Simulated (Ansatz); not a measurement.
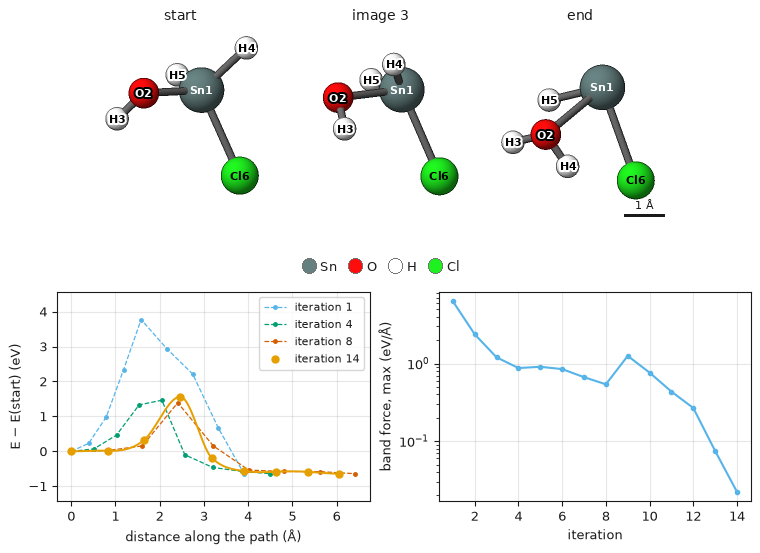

A search for the minimum-energy path of SnH$_{3}$OCl by the nudged elastic band. Images are numbered from 0 (start) to 8 (end). The plot follows the band through its iterations. A ball-and-stick model, seen at a tilt.

The calculation used RKS BLYP/def2-SVP in Ansatz 0.2.0.

The input:
```yaml
crystal:
  periodic: [false, false, false]
  atoms:
    - { symbol: Sn, position_ang: [0.385391, 0.02641, 0.03525] }
    - { symbol: O, position_ang: [0.774053, -0.123676, 2.005609] }
    - { symbol: H, position_ang: [-0.055363, -0.193987, 2.521123] }
    - { symbol: H, position_ang: [1.951599, -0.01503, -0.683661] }
    - { symbol: H, position_ang: [-0.630016, 1.39172, -0.306175] }
    - { symbol: Cl, position_ang: [-0.851565, -1.913638, -0.644746] }
basis:
  gaussian: { orbitals: def2-SVP }
hamiltonian:
  xc: blyp
neb:
  order_check: false
  images: 7
  f_tol: 0.05
  max_iterations: 60
  final_atoms:
    - { symbol: Sn, position_ang: [0.42047284, 0.75698179, -0.79100553] }
    - { symbol: O, position_ang: [1.14635124, -0.17339954, 1.37767726] }
    - { symbol: H, position_ang: [0.46354118, 0.07494699, 2.03660865] }
    - { symbol: H, position_ang: [0.84525029, -1.06707594, 1.05585086] }
    - { symbol: H, position_ang: [-1.07397316, 1.26042727, 0.13867634] }
    - { symbol: Cl, position_ang: [-0.22754339, -1.68008158, -0.89040757] }
  initial_path:
    images:
      - { positions_ang: [[0.385391, 0.02641, 0.03525], [0.774053, -0.123676, 2.005609], [-0.055363, -0.193987, 2.521123], [1.951599, -0.01503, -0.683661], [-0.630016, 1.39172, -0.306175], [-0.851565, -1.913638, -0.644746]] }
      - { positions_ang: [[0.28874814, 0.02008204, 0.02667474], [0.90176432, -0.09359711, 1.93827286], [0.05243457, -0.21644217, 2.40976162], [1.93278077, -0.01190771, -0.39032983], [-0.67753801, 1.39953913, -0.37315722], [-0.92409079, -1.92587517, -0.68382217]] }
      - { positions_ang: [[0.19210528, 0.01375408, 0.01809948], [1.02947565, -0.06351823, 1.87093672], [0.16023214, -0.23889735, 2.29840025], [1.91396254, -0.00878542, -0.09699867], [-0.72506003, 1.40735826, -0.44013945], [-0.99661659, -1.93811234, -0.72289834]] }
      - { positions_ang: [[0.09546243, 0.00742611, 0.00952422], [1.15718697, -0.03343934, 1.80360059], [0.26802972, -0.26135252, 2.18703887], [1.89514431, -0.00566313, 0.1963325], [-0.77258204, 1.41517739, -0.50712167], [-1.06914238, -1.95034951, -0.7619745]] }
      - { positions_ang: [[-0.00118043, 0.00109815, 0.00094896], [1.28489829, -0.00336045, 1.73626445], [0.37582729, -0.2838077, 2.07567749], [1.87632608, -0.00254084, 0.48966367], [-0.82010405, 1.42299652, -0.57410389], [-1.14166818, -1.96258668, -0.80105067]] }
      - { positions_ang: [[0.10423289, 0.19006906, -0.19703966], [1.25026153, -0.04587023, 1.64661765], [0.39775576, -0.19411902, 2.06591028], [1.61855713, -0.26867461, 0.63121046], [-0.88357133, 1.38235421, -0.39590884], [-0.91313698, -1.8919604, -0.8233899]] }
      - { positions_ang: [[0.2096462, 0.37903997, -0.39502829], [1.21562477, -0.08838, 1.55697086], [0.41968423, -0.10443035, 2.05614307], [1.36078819, -0.53480839, 0.77275726], [-0.94703861, 1.34171189, -0.21771378], [-0.68460578, -1.82133413, -0.84572912]] }
      - { positions_ang: [[0.31505952, 0.56801088, -0.59301691], [1.18098801, -0.13088977, 1.46732406], [0.44161271, -0.01474168, 2.04637586], [1.10301924, -0.80094216, 0.91430406], [-1.01050588, 1.30106958, -0.03951872], [-0.45607459, -1.75070785, -0.86806835]] }
      - { positions_ang: [[0.42047284, 0.75698179, -0.79100553], [1.14635124, -0.17339954, 1.37767726], [0.46354118, 0.07494699, 2.03660865], [0.84525029, -1.06707594, 1.05585086], [-1.07397316, 1.26042727, 0.13867634], [-0.22754339, -1.68008158, -0.89040757]] }
```

Launched with:
```bash
ansatz run input.yaml --threads 1 --pin off --max-ram 2048MiB --backend cpu --events-out ev --progress --plain --runs-dir out
```

How did the profile develop, and is the result final?

The result is final at these settings. The band converged in 14 iterations. The largest component of the band force went from 6.3 to 0.022 eV/Å. The climbing image converged on the top of the path. Its vibrational analysis gives one imaginary mode (1016i cm⁻¹), as a transition state must have. The first iteration put the highest image at 3.77 eV. The energy climbs by 1.56 eV to image 3 and then falls by 2.20 eV, so the end point sits at −0.64 eV.

The run took 3.2 min on 1 thread of Arm Neoverse V2 (shared host), peak memory 0.12 GiB.
